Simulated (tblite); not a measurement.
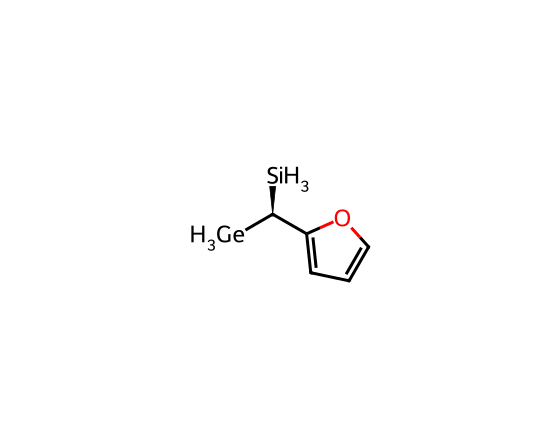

Figure made from data computed with tblite.

A structural formula.

Q: Give its SMILES.

A: [SiH3][C@H]([GeH3])c1ccco1

Q: What is the molecular formula?

A: C5H10GeOSi.

Q: An optimisation with GFN2-xTB gave a structure of which point group?

A: C1.
